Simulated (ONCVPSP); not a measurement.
Pseudopotential generation for Ba

Barium (Ba, Z = 56), core [Kr] 4d10 5s2, reference valence 5p6 5d1 6s1, valence charge 8. Level asked for: ONCV potential, LDA (Perdew-Wang 92), scalar-relativistic, made with ONCVPSP 4.0.1.

## Input file
```
# ATOM AND REFERENCE CONFIGURATION
# atsym  z   nc   nv     iexc    psfile
  Ba 56.00   10    3  -001012      upf
#
#   n    l    f
    1    0    2.00
    2    0    2.00
    2    1    6.00
    3    0    2.00
    3    1    6.00
    3    2   10.00
    4    0    2.00
    4    1    6.00
    4    2   10.00
    5    0    2.00
    5    1    6.00
    5    2    1.00
    6    0    1.00
#
# PSEUDOPOTENTIAL AND OPTIMIZATION
# lmax
    2
#
#   l,   rc,      ep,       ncon, nbas, qcut
    0    3.40    0.00    4    8    1.90
    1    2.95    0.00    4    7    5.90
    2    4.00    0.00    3    7    3.80
#
# LOCAL POTENTIAL
# lloc, lpopt,  rc(5),   dvloc0
    4    5    2.00    1.00
#
# VANDERBILT-KLEINMAN-BYLANDER PROJECTORs
# l, nproj, debl
    0    2    0.40
    1    2    3.80
    2    2    4.00
#
# MODEL CORE CHARGE
# icmod, fcfact, rcfact
    3    4.75    1.75
#
# LOG DERIVATIVE ANALYSIS
# epsh1, epsh2, depsh
   -2.00    5.00    0.02
#
# OUTPUT GRID
# rlmax, drl
    6.00    0.01
#
# TEST CONFIGURATIONS
# ncnf
    4
# nvcnf
#   n    l    f
    3
    5    1    6.00
    5    2    0.00
    6    0    2.00
#
    3
    5    1    6.00
    5    2    0.00
    6    0    1.00
#
    3
    5    1    6.00
    5    2    0.00
    6    0    0.00
#
    3
    5    1    5.00
    5    2    0.00
    6    0    2.00
#
```

Command:
```bash
oncvpsp.x < Ba.dat > Ba.out
```

## Output (extracts)
```
ONCVPSP  (Optimized Norm-Conservinng Vanderbilt PSeudopotential)
scalar-relativistic version 4.0.1

#   n    l    f        energy (Ha)
    1    0    2.00    -1.3677963E+03
    2    0    2.00    -2.1619203E+02
    2    1    6.00    -1.9395803E+02
    3    0    2.00    -4.5580050E+01
    3    1    6.00    -3.8451363E+01
    3    2   10.00    -2.8069248E+01
    4    0    2.00    -8.8926344E+00
    4    1    6.00    -6.5906900E+00
    4    2   10.00    -3.2476548E+00
    5    0    2.00    -1.1967468E+00
    5    1    6.00    -6.4883455E-01
    5    2    1.00    -5.4004197E-02
    6    0    1.00    -1.0794753E-01

Reference configufation results
  iterations    23
  all-electron total energy (Ha)   -8.12926144D+03

Begin loop to  construct optimized pseudo wave functions
and semi-local pseudopoentials for all angular momenta

   Wellstate for l =  0  n =  7
     eigenvalue =   0.2921
     asymptotic potential =   0.7921
     half-point radius =  7.8956

Calculating optimized projector #   1

 for l=   0

    Fraction of norm inside rc  0.181386
    Optimizing pswf for qcut=   1.90 a_B^-1,  ecut=   1.80 Ha
    Residual kinetic energy error=  2.77D-04 Ha
 ERROR pspot:  first pseudo wave function has node,          program will stop
 ERROR pspot: try changing psp parameters for this l
```

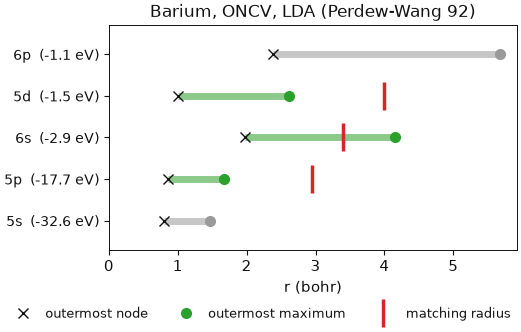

Fig. 1: Outer shells of the all-electron reference atom: each bar runs from the outermost node (or the nucleus) to the outermost maximum of u(r); the tick is the radius chosen for the pseudo-wave. Shells without a tick have no pseudo-wave of their own. Levels, nodes and maxima are from ld1.x, scalar-relativistic.

- Radii against the shells: 5p: 2.95 bohr, outside the maximum; 6s: 3.40 bohr, between node and maximum; 5d: 4.00 bohr, outside the maximum.

## Outcome

- outcome: ended with an error
- hardware: 1 CPU thread, shared host

## What went wrong

The generator stopped with the message “ERROR pspot: first pseudo wave function has node, program will stop”. In words: the optimised pseudo-wave of the first projector has a node, so the radial equation cannot be inverted for a potential. It was at work on the s channel when it stopped.
